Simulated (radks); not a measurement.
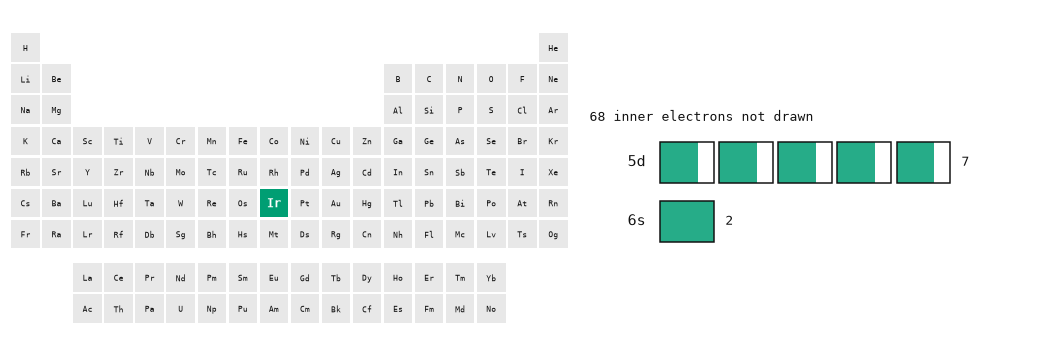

Fig. 1: Left, the place of iridium in the periodic table; right, the outer shells as the input fills them: a box for each of the 2l + 1 orbitals, shaded by the share of the shell that is filled, with the electron count at the right.

# Run report: Ir, atomic calculation

Atomic iridium (Ir) in the configuration [Xe] 4f14 5d7 6s2 (high spin). Computed at this level: scalar-relativistic Kohn-Sham, PBEsol, spin-polarised, spherical densities, finite nucleus (the in-house radial solver radks).

### Input
```
Z 77
configuration [Xe] 4f14 5d7 6s2
relativity scalar-relativistic
functional pbe_sol,pbe_sol
spin polarised
nucleus finite rms 5.4032 fm
c 137.035999084
mixing 0.01
max_iterations 97
```

Energies in input and log are in hartree, lengths in bohr (the nuclear radius in fm).

Launched within a batch (the task file carries these settings):
```bash
python <driver script> task.json out
```

### Log
```
1s      1   1.0000       -2795.62976661
2s      1   1.0000        -489.09927983
2p      1   3.0000        -425.09143781
3s      1   1.0000        -114.38824007
3p      1   3.0000         -95.66288723
3d      1   5.0000         -75.00419586
4s      1   1.0000         -24.38813740
4p      1   3.0000         -18.24335841
4d      1   5.0000         -10.68742809
4f      1   7.0000          -2.28898994
5s      1   1.0000          -3.62050071
5p      1   3.0000          -2.03679336
5d      1   5.0000          -0.29231211
6s      1   1.0000          -0.24912449
1s      2   1.0000       -2795.62975702
2s      2   1.0000        -489.09274542
2p      2   3.0000        -425.08609094
3s      2   1.0000        -114.38558560
3p      2   3.0000         -95.65997344
3d      2   5.0000         -74.99943330
4s      2   1.0000         -24.38174416
4p      2   3.0000         -18.23724731
4d      2   5.0000         -10.68022673
4f      2   7.0000          -2.27755054
5s      2   1.0000          -3.57166383
5p      2   3.0000          -1.97573261
5d      2   2.0000          -0.22653436
6s      2   1.0000          -0.21525380
Etot -17819.109513020376
Ekin 19800.05044145907
Encl -44214.07559502503
Eh 6935.927781093547
Exc -341.012140547958
err 1.1267823838705103e-08
it 27
```

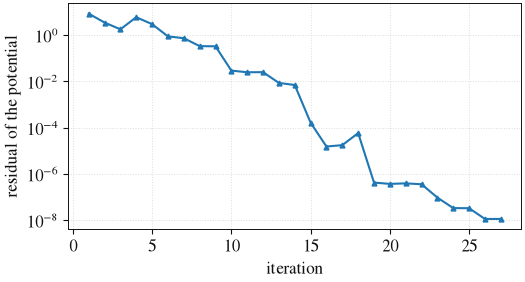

Fig. 2: Convergence: residual of the potential against the iteration. The residual falls unevenly and jumps up by a factor of two or more twice on the way down. It goes from 8.4 to 1.1×10⁻⁸ in 27 steps.

### Outcome

```
                       quantity                                                                 value
                        outcome                                                             converged
                   total energy                                                   −17819.1095 hartree
                 kinetic energy                                                    19800.0504 hartree
        electron–nucleus energy                                                   −44214.0756 hartree
                 Hartree energy                                                     6935.9278 hartree
    exchange–correlation energy                                                   −341.012141 hartree
radius at density 0.001 e/bohr³                                                             4.51 bohr
                 SCF iterations                                                                    27
                       hardware  1 thread of Arm Neoverse N1, 40 GiB of memory available, shared host
                      wall time                                                                0.64 s
```

### What is odd here

A numerical setting was moved from its usual value: mixing factor beta = 0.01. The program ran to the end, and its total energy equals that of the same run with the usual input (−17819.10951 hartree) within 10⁻⁵ hartree, so the oddity leaves no trace in it.
